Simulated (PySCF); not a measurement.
# C₅H₉BCl₂: what the fields show

Input

```
{"job": {"kind": "uv", "xc": "CAM-B3LYP", "basis": "def2-SVPD", "nstates": 8, "ntriplets": 3}, "charge": 0, "multiplicity": 1}
Cl    -1.129322     2.798648     0.694871
C     -0.426306     1.342368    -0.100227
C     -1.496470     0.289962    -0.338792
B     -0.933275    -1.137982    -0.683967
C      0.538510    -1.494812    -0.277103
C      1.459796    -0.301799     0.001821
C      0.736593     0.824322     0.733426
Cl     0.147881     0.236938     2.318394
H     -0.027055     1.704581    -1.052111
H     -2.061101     0.152219     0.591136
H     -2.220035     0.666685    -1.063122
H     -1.645791    -1.953706    -1.125363
H      1.035182    -2.173172    -0.972936
H      0.431963    -2.070415     0.650494
H      1.832248     0.102950    -0.942585
H      2.322588    -0.615140     0.593097
H      1.427596     1.640382     0.963058
```

Run with:

```sh
OMP_NUM_THREADS=1 python probes_run.py task.json out
```

Geometry: GFN2-xTB.

The calculation used PySCF 2.14.0, CAM-B3LYP/def2-SVPD, SCF density, gas phase.

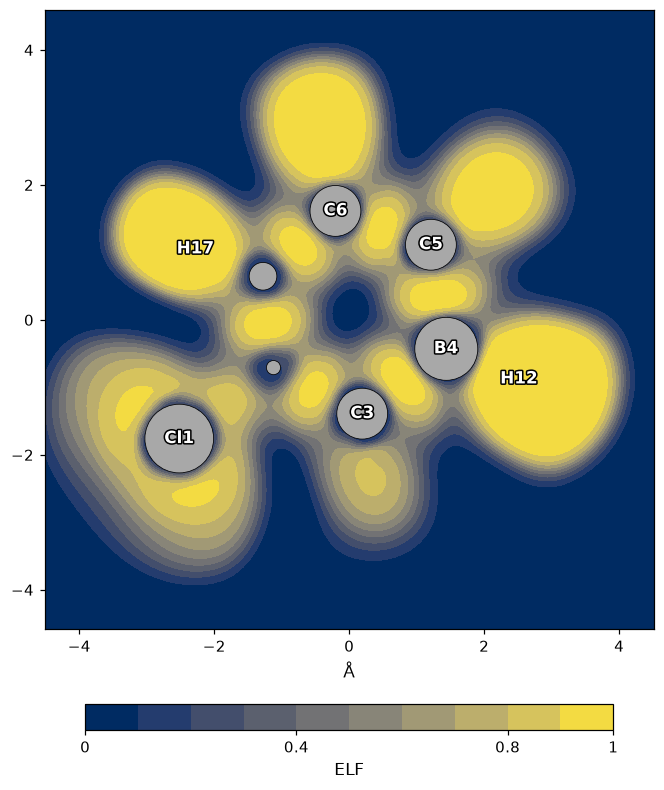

Figure 1. ELF on the plane of atoms C3, B4 and H12. Grey discs cover the atomic cores.

Question: What does the map show?

Answer: The plane passes through Cl, C, B and H nuclei. C–C (1.53 Å): the ELF peaks at about 0.95 between the atoms; a shared electron pair. C–B (1.57 Å): the ELF peaks at about 1 between the atoms; a covalent bond. B–H (1.17 Å): the ELF climbs to about 1 towards the hydrogen, as it does in any bond to H; a covalent bond by its length. The ELF also peaks beside Cl1, away from the bonds: lone-pair regions.

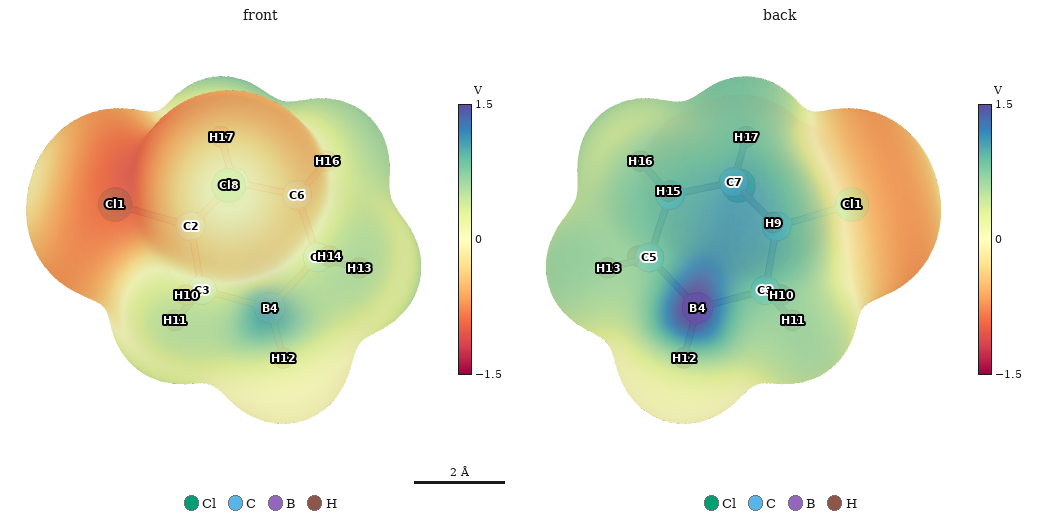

Figure 2. The electrostatic potential painted on the density surface at 0.001 e/bohr³, seen from the front and from behind; red is negative and blue positive.

Question: Which sites attract a positive test charge, and which a negative one?

Answer: A positive charge is drawn to the negative regions and a negative charge to the positive ones. The most negative region (about −1.0 V) lies over Cl1 and Cl8, the most positive (about +1.4 V) over B4.

Question: What dipole moment does the calculation give?

Answer: Its dipole moment is 3.11 D.
